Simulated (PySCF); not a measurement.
```xyz
15

O    -1.1832    2.2502    1.2515
C    -0.6020    1.4489    0.5776
C    -1.2874    0.3003   -0.1473
C    -0.5801   -1.0366    0.0752
Cl   -0.9379   -2.1224   -1.3197
C     0.9316   -0.8518    0.2238
C     1.3476    0.5010   -0.3439
O     0.7194    1.5435    0.3850
H    -2.3286    0.2572    0.1702
H    -1.2688    0.5497   -1.2125
H    -0.9922   -1.5489    0.9465
H     1.4733   -1.6517   -0.2789
H     1.1940   -0.8730    1.2841
H     2.4193    0.6698   -0.2260
H     1.0906    0.5716   -1.4075
```

Geometry: GFN2-xTB.

Method: PBE0/def2-SVPD, SCF density, gas phase (PySCF).

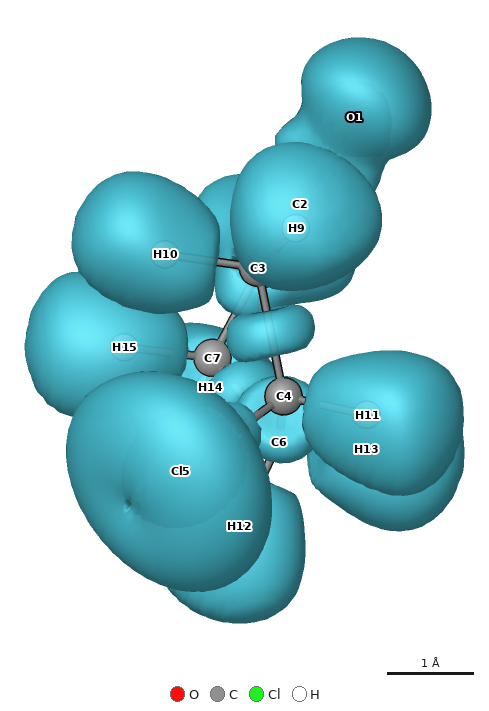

C₅H₇ClO₂. Isosurface of the electron localisation function at 0.75 (cyan), seen at an oblique angle. Core shells and regions of very low density are left out.

Q: Where are the electrons localised?

A: The ELF exceeds this value in four regions between bonded C–C atoms (shared pairs), seven regions around hydrogen nuclei, one region on Cl in which the atom's valence shell and bonds are merged and two regions on O in which the atom's valence shell and bonds are merged. Profiles from the grid: C–O (1.20 Å): the ELF peaks at about 0.85 between the atoms; a multiple bond. C–C (1.52 Å): the ELF peaks at about 0.95 between the atoms; localised, covalent bonding.
